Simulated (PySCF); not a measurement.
Input file:

```
{"job": {"kind": "sp", "xc": "PBE0", "basis": "ma-def2-TZVP", "d3": "d3bj", "grid": 2}, "charge": 0, "multiplicity": 1}
N      1.588753    -0.272393     0.001938
C      0.451407    -0.048060    -0.033994
O     -0.808782     0.214317    -0.004483
H     -1.208150     0.115587    -0.880743
```

Launched as:

```sh
OMP_NUM_THREADS=1 python redox_run.py task.json out
```

Geometry: PBE0-D3(BJ)/ma-def2-SVP.

All numbers below come from DFT single point, gas phase, functional PBE0 in PySCF 2.14.0, density-fitted response routines.

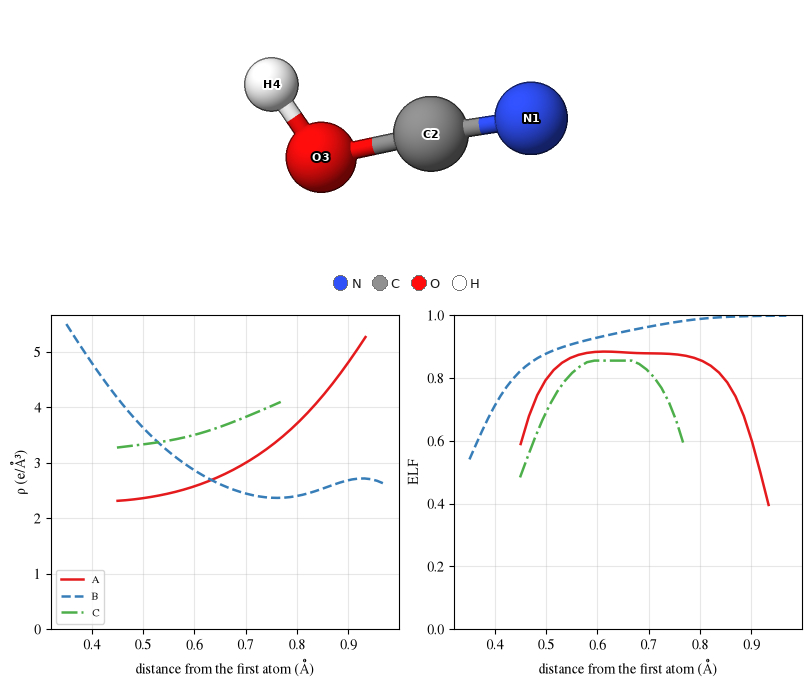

CHNO (cyanic acid). Electron density and electron localisation function along straight lines between neighbouring atoms. The curves leave out the atomic cores. The structure is drawn too.

**Which curve belongs to which contact (C–N, C–O and O–H)? The first atom named is at distance zero.**

Curve A: C–O (1.29 Å): the density is about 2.7 e/Å³ at the midpoint; the ELF peaks at about 0.90 between the atoms (a polar covalent bond). Curve B: O–H (0.97 Å): the density is about 3.8 e/Å³ at the midpoint; the ELF climbs to about 1 towards the hydrogen, as it does in any bond to H (a covalent bond by its length). Curve C: C–N (1.16 Å): ρ at the midpoint is about 3.5 e/Å³; the ELF peaks at about 0.85 between the atoms (a multiple bond).
